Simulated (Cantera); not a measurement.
Charge: 1 mol borazine, 0.35 mol NH3, at 0.200 bar.

These are equilibrium values from Cantera (NASA tables, ideal gas, pure condensed phases), not measurements of a reactor. Candidate condensed phases: B, BN; 15 gas species. The feed counts by its element totals alone. The tables' values for BH2 are old estimates; treat these amounts as uncertain. Gases not in the tables: B2H6 and higher boranes. Equilibrium is a limit: real reactors are often held back by kinetics, nucleation or transport.

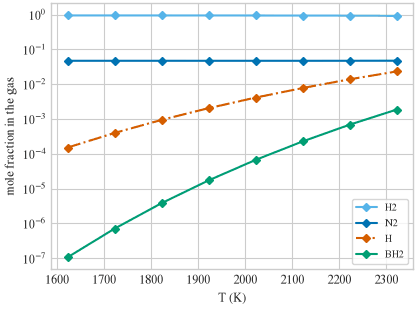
Fig. 1. Equilibrium gas composition (values under 1e-9 drawn at 1e-9)

Task: Read off the mole fractions at 1823 K.

Result: H2 about 0.95, N2 about 0.047, H about 0.00095, BH2 about 3.8e-6.
